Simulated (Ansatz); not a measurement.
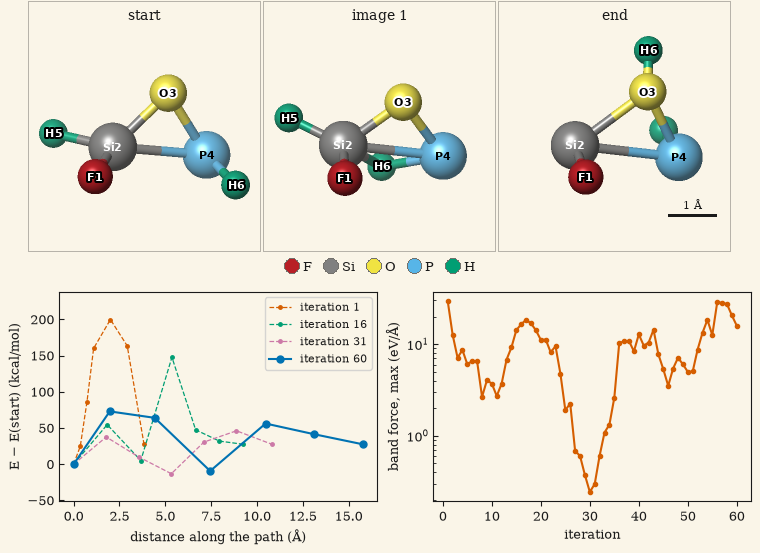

A search for the minimum-energy path of SiPH2OF by the nudged elastic band. Images are numbered from 0 (start) to 6 (end). The plot follows the band through its iterations. The picture is a ball-and-stick view, seen from a free direction.

Computed with RHF/def2-mTZVP in Ansatz 0.2.0.

Input file:
```yaml
crystal:
  periodic: [false, false, false]
  atoms:
    - { symbol: F, position_ang: [-1.39507, -1.138925, -0.341943] }
    - { symbol: Si, position_ang: [-0.092499, -0.308945, -0.612476] }
    - { symbol: O, position_ang: [-0.105113, 1.230848, -0.116351] }
    - { symbol: P, position_ang: [1.078985, 0.551254, 0.969187] }
    - { symbol: H, position_ang: [0.347235, -0.597947, -1.968644] }
    - { symbol: H, position_ang: [0.208663, 0.199714, 2.024127] }
basis:
  gaussian: { orbitals: def2-mTZVP }
hamiltonian:
  xc: hf
neb:
  order_check: false
  images: 5
  f_tol: 0.05
  max_iterations: 60
  spring: 50.0
  final_atoms:
    - { symbol: F, position_ang: [-1.69062268, -1.4883856, 0.1253636] }
    - { symbol: Si, position_ang: [-1.09091818, -0.24743149, -0.69208795] }
    - { symbol: O, position_ang: [-0.04777205, 0.38233286, 0.75919564] }
    - { symbol: P, position_ang: [1.16986942, -0.55572398, -0.17282053] }
    - { symbol: H, position_ang: [1.59126858, 0.5387872, -0.95778903] }
    - { symbol: H, position_ang: [0.1103759, 1.30642, 0.89203827] }
  initial_path:
    images:
      - { positions_ang: [[-1.39507, -1.138925, -0.341943], [-0.092499, -0.308945, -0.612476], [-0.105113, 1.230848, -0.116351], [1.078985, 0.551254, 0.969187], [0.347235, -0.597947, -1.968644], [0.208663, 0.199714, 2.024127]] }
      - { positions_ang: [[-1.35551256, -1.19776751, -0.29404856], [-0.23377974, -0.22006691, -0.68735133], [-0.07425308, 1.1422513, 0.01386093], [1.14196973, 0.47476056, 1.00427596], [0.39841837, -0.57471429, -1.92086416], [0.16535828, 0.31153585, 1.83802716]] }
      - { positions_ang: [[-1.31595511, -1.25661001, -0.24615412], [-0.37506049, -0.13118881, -0.76222665], [-0.04339317, 1.0536546, 0.14407285], [1.20495447, 0.39826712, 1.03936492], [0.44960175, -0.55148159, -1.87308432], [0.12205355, 0.4233577, 1.65192732]] }
      - { positions_ang: [[-1.27639767, -1.31545252, -0.19825968], [-0.51634123, -0.04231072, -0.83710198], [-0.01253325, 0.96505789, 0.27428478], [1.2679392, 0.32177369, 1.07445388], [0.50078512, -0.52824888, -1.82530448], [0.07874883, 0.53517954, 1.46582748]] }
      - { positions_ang: [[-1.41447267, -1.37309688, -0.09038525], [-0.70786688, -0.11068431, -0.78876397], [-0.02427952, 0.77081622, 0.43592173], [1.23524927, 0.02927447, 0.65869574], [0.86427961, -0.17257019, -1.53613266], [0.08929119, 0.79225969, 1.27456441]] }
      - { positions_ang: [[-1.55254768, -1.43074124, 0.01748917], [-0.89939253, -0.1790579, -0.74042596], [-0.03602578, 0.57657454, 0.59755869], [1.20255935, -0.26322476, 0.24293761], [1.22777409, 0.18310851, -1.24696085], [0.09983354, 1.04933984, 1.08330134]] }
      - { positions_ang: [[-1.69062268, -1.4883856, 0.1253636], [-1.09091818, -0.24743149, -0.69208795], [-0.04777205, 0.38233286, 0.75919564], [1.16986942, -0.55572398, -0.17282053], [1.59126858, 0.5387872, -0.95778903], [0.1103759, 1.30642, 0.89203827]] }
```

Launched with:
```bash
ansatz run input.yaml --threads 2 --pin off --max-ram 3072MiB --backend cpu --events-out ev --progress --plain --runs-dir out
```

> How did the profile develop, and is the result final?

The result isn't final. The band hadn't converged when the run stopped after 60 iterations. The largest component of the band force went from 29 to 16 eV/Å. The barrier read from it is provisional: over the last two iterations the highest image moved from 76.7 kcal/mol to 73.0 kcal/mol. The spring constant is far from the usual few eV/Å², which spoils the spacing or the steps. The first iteration put the highest image at 199.9 kcal/mol. Relative to the start the highest point is image 1 at +73.0 kcal/mol and the end lies at +27.6 kcal/mol, but the profile dips to −9.3 kcal/mol at image 3 on the way, so there may be more than one step; on an unconverged band the side maxima are provisional.

Cost: 3.8 min on 2 threads of Intel(R) Xeon(R) Platinum 8488C (Sapphire Rapids), with other jobs on the host, peak memory 0.21 GiB.
